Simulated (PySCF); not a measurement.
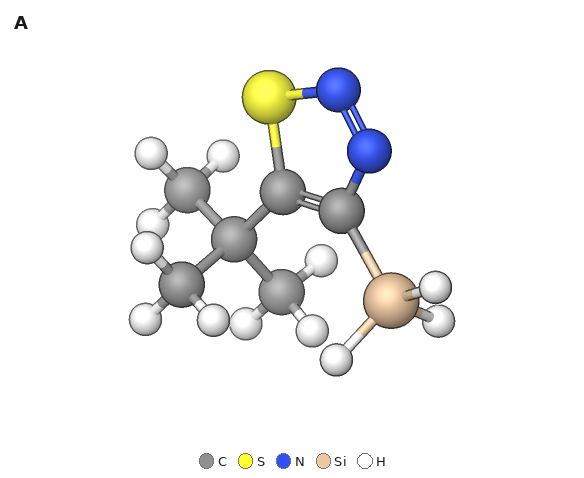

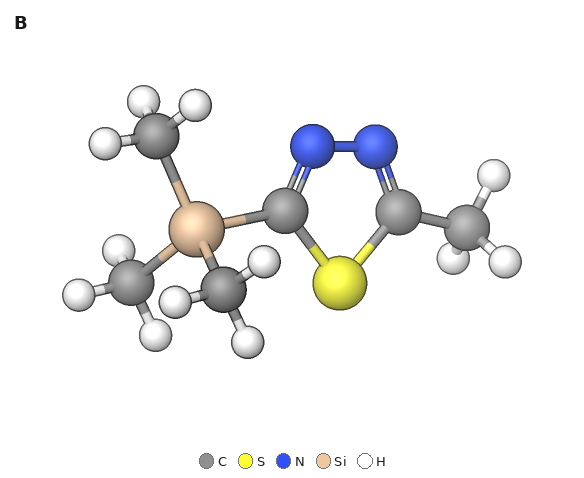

2 stationary structures of one formula. Geometries: GFN2-xTB. Electronic energies: PBE0/pcSseg-1 (PySCF 2.14.0), without zero-point energy. No frequency run is at hand to confirm each as a minimum. Each is one conformer, not always the lowest.

Are they conformers, stereoisomers or constitutional isomers?

They are constitutional isomers of C6H12N2SSi: A `CC(C)(C)c1snnc1[SiH3]`, B `Cc1nnc([Si](C)(C)C)s1`.

Rank them by energy, lowest first.

B is lowest; A lies 1.783 eV above it.

The geometry is semi-empirical. Around Si such bond lengths and angles can be off by a tenth of an ångström or more and by several degrees, and values that hang on the shape move with them.
